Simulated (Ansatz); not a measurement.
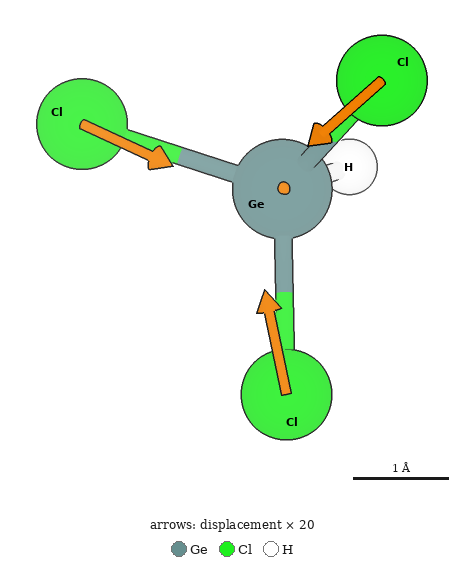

This is a relaxation of GeHCl$_{3}$. The starting structure is drawn; orange arrows show the displacements, magnified 20 times. The two geometries are superimposed by the best rigid fit.

The picture is a ball-and-stick view, seen at a tilt.

The run prepares the start of a later molecular dynamics calculation, from a guessed geometry.

These are results of RKS revPBE/def2-SVP in Ansatz 0.2.0, not measurements.

The input:
```yaml
crystal:
  periodic: [false, false, false]
  atoms:
    - { symbol: Ge, position_ang: [0.0, 0.0, 0.0] }
    - { symbol: Cl, position_ang: [0.0, 0.0, 2.22] }
    - { symbol: Cl, position_ang: [2.0935, 0.0, -0.7393] }
    - { symbol: Cl, position_ang: [-1.0456, 1.8115, -0.7393] }
    - { symbol: H, position_ang: [-0.73, -1.2648, -0.5162] }
basis:
  gaussian: { orbitals: def2-SVP }
hamiltonian:
  xc: revpbe
relax:
  f_tol: 0.02
  max_steps: 40
```

Run as
```bash
ansatz run input.yaml --threads 1 --pin off --max-ram 2048MiB --backend cpu --events-out ev --progress --plain --runs-dir out
```

Question: What did the optimiser do to the structure, and how much energy did it gain?

Answer: The largest moves after the best rigid fit, 0.058 Å, are those of Cl2 and Cl3. By element the largest moves are Cl 0.058 Å, Ge 0.006 Å, H 0.001 Å. Some distances before and after: Ge1–Cl2 2.220 → 2.168 Å, Ge1–H5 1.549 → 1.544 Å. Over 2 geometry steps the energy falls by 0.063 eV. The largest force component goes from 0.77 to 0.0083 eV/Å. Cost: 8.8 s on 1 thread of Intel(R) Xeon(R) Platinum 8259CL CPU @ 2.50GHz (Skylake/Cascade Lake), with other jobs on the host, peak memory 0.15 GiB.
